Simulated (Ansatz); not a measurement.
```xyz
6

F     1.5646   -1.2732    0.3020
N     0.6614    1.0220    1.4983
O    -0.9616   -1.2739    0.4280
Si    0.3575   -0.3753    0.8127
H    -0.0498    1.6521    1.8498
H    -1.8141   -0.8813    0.6675
```

Geometry: B3LYP/6-31G*.

Level of theory: isolated molecule in a Gaussian basis; Kohn-Sham density functional theory, functional PBE0 in Ansatz.

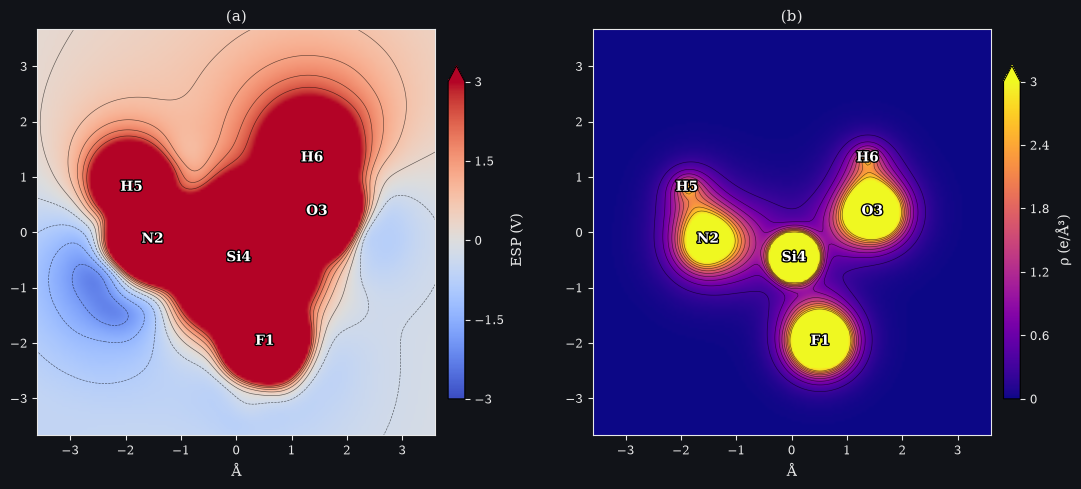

FH₂NOSi (SMILES N=[Si](O)F). (a) molecular electrostatic potential; (b) total electron density on the molecular plane.

**What does the map show?**

The section cuts through F, N, O, Si and H sites.
Si–N (1.59 Å): ρ at the midpoint is about 1.4 e/Å³.
Si–F (1.59 Å): ρ at the midpoint is about 1.2 e/Å³.
Si–O (1.64 Å): the density is about 1.2 e/Å³ at the midpoint.
O–H (0.97 Å): ρ is about 3.7 e/Å³ halfway.
N–H (1.01 Å): ρ at the midpoint is about 2.8 e/Å³.
Outside the dense part of the molecule the potential is most negative (−2.3 V) near N2.
